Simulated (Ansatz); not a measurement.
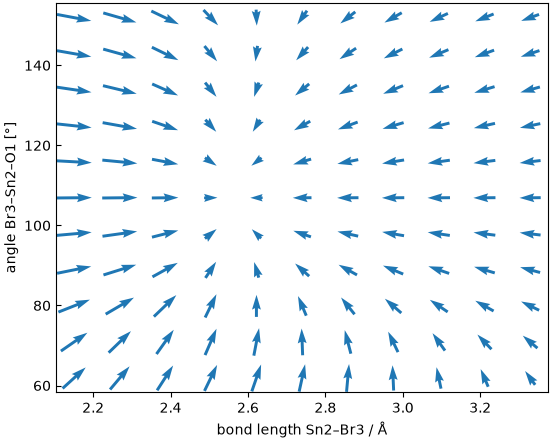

BrH₂OSn, SMILES [OH][SnH][Br], spin multiplicity 2. The first coordinate is: bond length Sn2–Br3; the second: angle Br3–Sn2–O1. Nothing is relaxed (all other coordinates rigid). The grid has 11 × 11 points. Method: UKS PBE-D4/def2-SVP (Ansatz 0.2.0).

In the figure: arrows along the force (downhill), their lengths compressed.

The arrows alone are given. Where is the energy lowest?

The arrows converge at about bond length Sn2–Br3 = 2.561 Å, angle Br3–Sn2–O1 = 107° (read from the interpolated surface).

The energy map of the same scan:

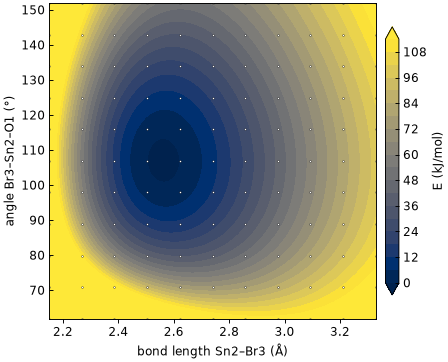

Energies are in kJ/mol, from the lowest grid point; between grid points the surface is interpolated.
